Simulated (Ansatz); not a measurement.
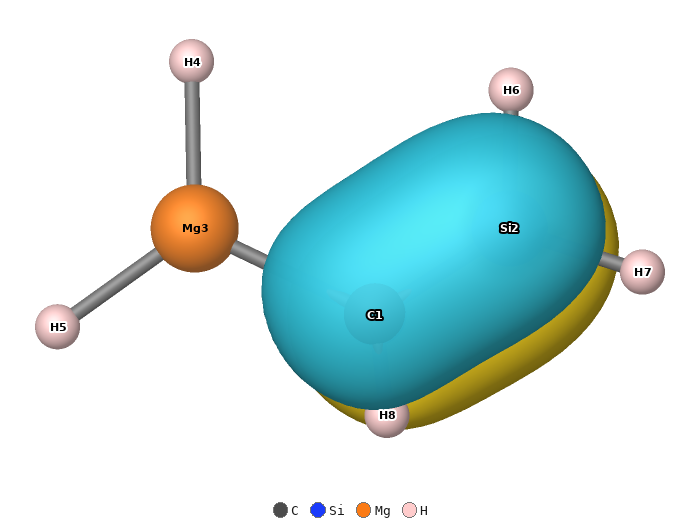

Figure. CH$_{5}$MgSi (charge −1). The HOMO−1 at ±0.1 Å⁻³ᐟ² (yellow and cyan are the two phases), seen across its widest extent.

Geometry: PBE0-D4/def2-TZVPD.

These are results of Ansatz, RKS PBE0-D4/def2-TZVPPD, not measurements.

Input

```
crystal:
  periodic: [false, false, false]
  atoms:
    - {symbol: C, position_ang: [0.468658, -0.397167, -0.320987]}
    - {symbol: Si, position_ang: [1.173964, 0.831678, 0.623262]}
    - {symbol: Mg, position_ang: [-1.661330, -0.488005, -0.651560]}
    - {symbol: H, position_ang: [-2.667502, 0.783378, 0.119180]}
    - {symbol: H, position_ang: [-2.319865, -1.816429, -1.670718]}
    - {symbol: H, position_ang: [0.375968, 1.905654, 1.273192]}
    - {symbol: H, position_ang: [2.625160, 1.052040, 0.956729]}
    - {symbol: H, position_ang: [1.166044, -1.126643, -0.743421]}
basis:
  gaussian: {orbitals: "def2-TZVPPD.json"}
total_charge: -1
hamiltonian: {xc: pbe0, dispersion: d4}
output: {orbitals: {seedname: orbitals}}
```

Launched as:

```sh
ansatz run in.yaml --threads 2 --pin off --events-out ev --progress --plain --max-ram 4352MiB
```

Question: Where does this orbital lie, and at what energy?

Answer: Its weight (Hirshfeld) is mainly on Si2 (about 45 %) and C1 (about 40 %); it changes sign across the molecular plane (π type); π-bonding across C1–Si2. Its energy is −2.22 eV.
